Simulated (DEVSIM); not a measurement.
System: Ge p-i-n diode, at 300 K.

| layer (left to right) | material | thickness (μm) | Nd (cm⁻³) | Na (cm⁻³) | τn (s) | τp (s) |
|---|---|---|---|---|---|---|
| 1 | Ge | 0.790 | - | 7.7e17 | 6.5e-5 | 6.5e-5 |
| 2 | Ge | 0.230 | 7.4e13 | - | 6.5e-5 | 6.5e-5 |
| 3 | Ge | 3.40 | 1.3e17 | - | 6.5e-5 | 0.00065 |

Left contact: ohmic. Right contact: ohmic. Voltage is applied to the left contact. Recombination: SRH at mid-gap. Mobility is μmin + (μ − μmin)/(1 + (N/Nref)^α).

This is a model device: material constants are rounded textbook-type values typed into the input, and sizes, dopings and lifetimes were drawn at random. Values at 300 K.

| parameter | Ge |
|---|---|
| gap (eV) | 0.664 |
| affinity (eV) | 4 |
| permittivity | 16 |
| Nc (cm⁻³) | 1.04e19 |
| Nv (cm⁻³) | 6e18 |
| μn (cm²/Vs) | 3900 |
| μp (cm²/Vs) | 1900 |
| μn,min | 150 |
| μp,min | 100 |
| Nref,n | 2.6e17 |
| Nref,p | 4e17 |
| αn | 0.56 |
| αp | 0.6 |

DEVSIM, 1D drift-diffusion, Boltzmann statistics, complete ionisation; no tunnelling, impact ionisation, image-force lowering or self-heating.

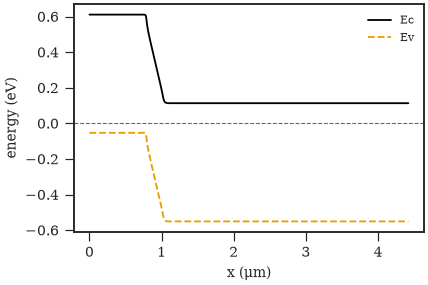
Fig. 1. Band edges at zero bias

Energies count from the Fermi level of the right contact; mesh points crowd at the junctions.

```
x (μm)   Ec (eV)  Ev (eV)  n (cm⁻³)  p (cm⁻³)  field (V/cm)
-------  -------  -------  --------  --------  ------------
0.000      0.611   -0.053     5.7e8    7.7e17           ≈ 0
0.02948    0.611   -0.053     5.7e8    7.7e17           ≈ 0
0.09288    0.611   -0.053     5.7e8    7.7e17           ≈ 0
0.2292     0.611   -0.053     5.7e8    7.7e17           ≈ 0
0.5499     0.611   -0.053     5.7e8    7.7e17           ≈ 0
0.6921     0.611   -0.053     5.7e8    7.7e17           ≈ 0
0.7582     0.611   -0.053     5.7e8    7.7e17          -180
0.7953     0.564   -0.100     3.6e9    1.2e17        -32000
0.8277     0.491   -0.173    5.9e10    7.4e15        -19000
0.8852     0.389   -0.275    3.0e12    1.4e14        -17000
0.9607     0.258   -0.406    4.8e14    9.1e11        -17000
1.013      0.164   -0.500    1.8e16    2.4e10        -20000
1.037      0.125   -0.539    8.3e16     5.3e9         -8200
1.087      0.114   -0.550    1.3e17     3.4e9          -210
1.257      0.113   -0.551    1.3e17     3.4e9           ≈ 0
1.581      0.113   -0.551    1.3e17     3.4e9           ≈ 0
2.303      0.113   -0.551    1.3e17     3.4e9           ≈ 0
3.422      0.113   -0.551    1.3e17     3.4e9           ≈ 0
4.099      0.113   -0.551    1.3e17     3.4e9           ≈ 0
4.290      0.113   -0.551    1.3e17     3.4e9           ≈ 0
4.372      0.113   -0.551    1.3e17     3.4e9           ≈ 0
4.420      0.113   -0.551    1.3e17     3.4e9           ≈ 0
```
